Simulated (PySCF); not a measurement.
# Run report: Kr²⁺, atomic calculation

System: Kr²⁺, configuration 1s2 2s2 2p6 3s2 3p6 3d10 4s2 4p4, multiplicity 3.
Method: unrestricted PBE0, x2c-TZVPPall, spin-free X2C-1e, Gaussian nucleus (PySCF).

## The program's output (extracts)
```
damping factor = 0
level_shift factor = 0
DIIS = <class 'pyscf.scf.diis.CDIIS'>
diis_start_cycle = 1
diis_space = 10
diis_damp = 0
SCF conv_tol = 1e-09
SCF conv_tol_grad = None
number electrons alpha = 18  beta = 16
XC functionals = PBE0
    C. Adamo and V. Barone.,  J. Chem. Phys. 110, 6158 (1999)
    M. Ernzerhof and G. E. Scuseria.,  J. Chem. Phys. 110, 5029 (1999)
cycle= 1 E= -2788.31076727908  delta_E= -0.0085  |g|= 0.0676  |ddm|= 0.12
cycle= 2 E= -2788.31106710729  delta_E= -0.0003  |g|= 0.0411  |ddm|= 0.0371
cycle= 3 E= -2788.31122879325  delta_E= -0.000162  |g|= 0.00209  |ddm|= 0.0153
cycle= 4 E= -2788.3112299253  delta_E= -1.13e-06  |g|= 0.00034  |ddm|= 0.00175
cycle= 5 E= -2788.31122995659  delta_E= -3.13e-08  |g|= 7.29e-06  |ddm|= 0.000298
cycle= 6 E= -2788.31122995661  delta_E= -2.36e-11  |g|= 7.76e-07  |ddm|= 9.31e-06
converged SCF energy = -2788.31122995661  <S^2> = 2.0028206  2S+1 = 3.0018798
```

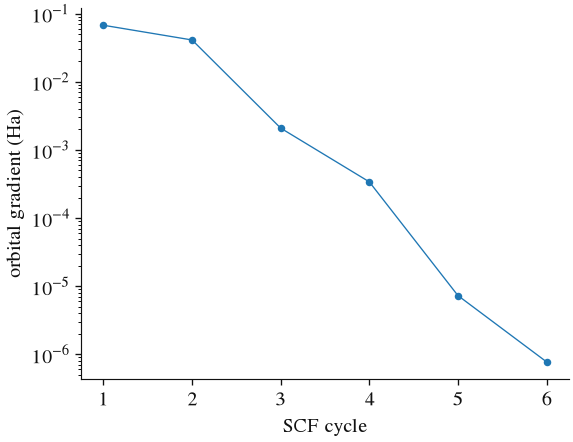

Figure 1. Convergence: orbital gradient against the SCF cycle. The residual falls at every step. It goes from 0.068 to 7.8×10⁻⁷ in 6 steps.

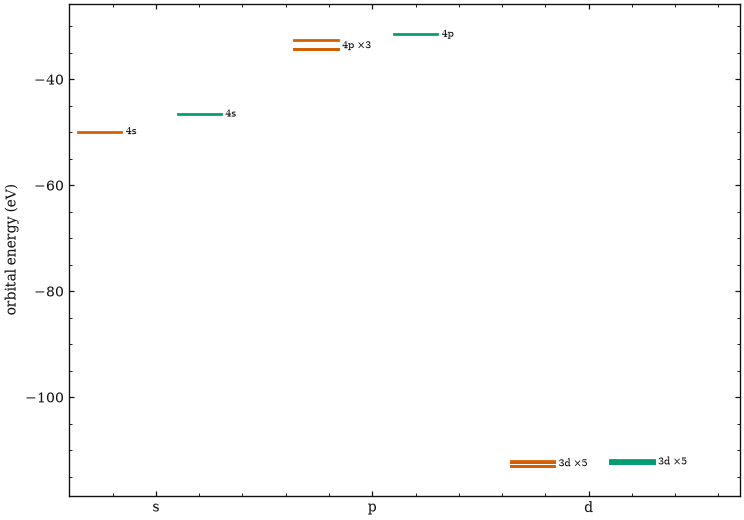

Figure 2. Orbital energies of the mean field, from the top down to −112.9 eV, by angular momentum, α spin at the left of each column and β at the right; ×n counts the orbitals under one label. The highest filled orbital is 4p β at −31.5 eV, the lowest empty one p β at −28.1 eV.

## Input file
```python
from pyscf import gto, scf, dft, mp, cc
import basis_set_exchange as bse
mol = gto.M(atom="Kr 0 0 0", charge=2, spin=2, symmetry="D2h",
            basis=gto.basis.parse(bse.get_basis("x2c-TZVPPall", elements=["Kr"], fmt="nwchem")),
            nucmod="G")
mf = dft.UKS(mol, xc="PBE0").sfx2c1e()
mf.irrep_nelec = {'Ag': (6, 6), 'B1g': (1, 1), 'B2g': (1, 1), 'B3g': (1, 1), 'B1u': (3, 2), 'B2u': (3, 3), 'B3u': (3, 2)}
mf.kernel()
```

The script is an equivalent of what the driver set up; the driver started from orbitals of its own, so the log can be shorter than this script's would be, and it computed the properties (radii, ⟨L²⟩, response) afterwards. It held the occupations shell by shell, which the script's counts by irreducible representation don't always enforce.

## Summary

- outcome: converged
- total energy: −2788.3112 hartree
- ⟨S²⟩: 2.003
- ⟨L²⟩: 2.01
- SCF iterations: 6
- hardware: 1 CPU thread, shared host
- CPU time: 0.86 s (integrals apart)
